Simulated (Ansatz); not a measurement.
# SiH3OF (SMILES O[SiH2]F): r2SCAN0/aug-cc-pVDZ

What is the vertical singlet–triplet gap of SiH3OF at r2SCAN0/aug-cc-pVDZ? 

The results are computed with Ansatz 0.2.0.

72 further runs of the same task are left out: 72 set aside as unsound or not needed.

## (1) The system as given

SiH3OF: 6 atoms, total charge 0, spin state singlet. As SMILES, `O[SiH2]F`. The shape is that of a PBE0-D4/def2-TZVP optimisation. This is one conformer, not always the lowest.

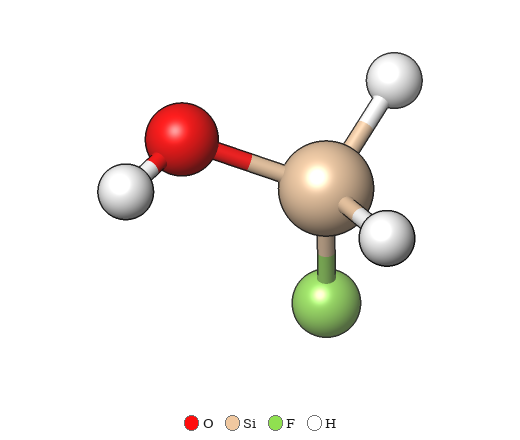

The structure, seen from a chosen angle (oxygen red, silicon light orange, fluorine green, hydrogen white).

## (2) A single-point energy at r2SCAN0/aug-cc-pVDZ

job.yaml reads:

```yaml
crystal:
  periodic: [false, false, false]
  atoms:
    - {symbol: O, position_ang: [-0.853500, -0.209200, -0.924100]}
    - {symbol: Si, position_ang: [0.378300, -0.009300, 0.123900]}
    - {symbol: F, position_ang: [0.180800, -0.922800, 1.417800]}
    - {symbol: H, position_ang: [-1.714200, 0.150200, -0.705600]}
    - {symbol: H, position_ang: [1.595600, -0.458500, -0.575800]}
    - {symbol: H, position_ang: [0.455100, 1.385600, 0.617600]}
basis:
  gaussian:
    orbitals: aug-cc-pVDZ
total_charge: 0
hamiltonian:
  xc: {name: r2SCAN0}
accuracy: high
output: {orbitals: {seedname: orbitals}}
```

Run with:

```sh
$ ansatz run job.yaml --threads 1 --pin off --max-ram 3480MiB --events-out events.jsonl --progress --plain --runs-dir runs
```

Log:

```text
Warning: RAYON_NUM_THREADS=1 ignored (pool sized by the plan → 1); use --threads N
Functional definition: r2SCAN0
  name "r2SCAN0"
  parameter a = 0.25
  parameter k0 = 0.174
  parameter k1 = 0.065
  parameter a1 = 4.9479
  exchange = (1 - a)*r2scan_x(k0 = k0, k1 = k1, a1 = a1) + a*exact_x
  correlation = r2scan_c
2017 factors; integrals over basis functions are off by at most 3.4e-9 eV
mean field evaluation 1: about -12685.1055 eV, gradient 5.4e1 eV
mean field evaluation 2: about -12679.2778 eV, gradient 7.8e1 eV
mean field evaluation 4: about -12689.8184 eV, gradient 3.2e0 eV
mean field evaluation 8: about -12689.9125 eV, gradient 1.4e-1 eV
mean field evaluation 16: about -12689.9125 eV, gradient 2.6e-6 eV
mean field -12689.91254102 eV, -466.3456843508 hartree, gradient 8.0e-8 eV, S^2 0.000000; 0 other end points of the search recorded, 0 dependent functions left out
reference -12689.91254349 eV, -466.3456844418 hartree; 17, 17 occupied and 83, 83 virtual orbitals, 2017 factors
Total energy: -12689.91254349 eV, -466.3456844418 hartree
```

Wall time 15 s (1 thread of Arm Neoverse V2, shared host); peak memory 0.36 GiB.

## (3) The triplet at the same level

input.yaml reads:

```yaml
basis:
  gaussian:
    orbitals: aug-cc-pVDZ
crystal:
  periodic: [false, false, false]
  atoms:
    - {symbol: O, position_ang: [-0.853500, -0.209200, -0.924100]}
    - {symbol: Si, position_ang: [0.378300, -0.009300, 0.123900]}
    - {symbol: F, position_ang: [0.180800, -0.922800, 1.417800]}
    - {symbol: H, position_ang: [-1.714200, 0.150200, -0.705600]}
    - {symbol: H, position_ang: [1.595600, -0.458500, -0.575800]}
    - {symbol: H, position_ang: [0.455100, 1.385600, 0.617600]}
total_charge: 0
magnetization:
  spin_polarized: true
  initial_magnetization: 2
hamiltonian:
  xc: {name: r2SCAN0}
accuracy: high
output:
  orbitals: {seedname: orbitals}
```

Run with:

```sh
$ ansatz run input.yaml --threads 1 --pin off --max-ram 3480MiB --events-out events.jsonl --progress --plain --runs-dir runs
```

Log:

```text
Warning: RAYON_NUM_THREADS=1 ignored (pool sized by the plan → 1); use --threads N
Functional definition: r2SCAN0
  name "r2SCAN0"
  parameter a = 0.25
  parameter k0 = 0.174
  parameter k1 = 0.065
  parameter a1 = 4.9479
  exchange = (1 - a)*r2scan_x(k0 = k0, k1 = k1, a1 = a1) + a*exact_x
  correlation = r2scan_c
2017 factors; integrals over basis functions are off by at most 3.4e-9 eV
mean field evaluation 1: about -12675.6350 eV, gradient 4.1e1 eV
mean field evaluation 2: about -12646.9457 eV, gradient 8.7e1 eV
mean field evaluation 4: about -12681.5419 eV, gradient 1.2e1 eV
mean field evaluation 8: about -12682.1529 eV, gradient 9.0e-1 eV
mean field evaluation 16: about -12682.2699 eV, gradient 4.0e-1 eV
mean field evaluation 32: about -12682.2840 eV, gradient 5.9e-3 eV
mean field evaluation 64: about -12682.1328 eV, gradient 7.3e-1 eV
mean field -12682.28397871 eV, -466.0653398568 hartree, gradient 9.5e-8 eV, S^2 2.014855; 6 other end points of the search recorded, 0 dependent functions left out
reference -12682.28399297 eV, -466.0653403809 hartree; 18, 16 occupied and 82, 84 virtual orbitals, 2017 factors
Total energy: -12682.28399297 eV, -466.0653403809 hartree
```

Run time: 90 s. Hardware: 1 thread of Arm Neoverse V2, shared host; peak memory 0.56 GiB.

## (4) Outcome

At r2SCAN0/aug-cc-pVDZ:

```
                                        quantity          value
                           singlet: total energy  -466.34568 Eh
                            singlet: HOMO energy       -9.58 eV
                            singlet: LUMO energy        0.03 eV
                          singlet: HOMO–LUMO gap        9.61 eV
                           triplet: total energy  -466.06534 Eh
     triplet: HOMO energy (highest over α and β)       -2.95 eV
                                   triplet: ⟨S²⟩          2.015
vertical energy of the triplet above the singlet       7.629 eV
```

**Reading.** At this shape the triplet lies 7.63 eV (176 kcal/mol) above the singlet.
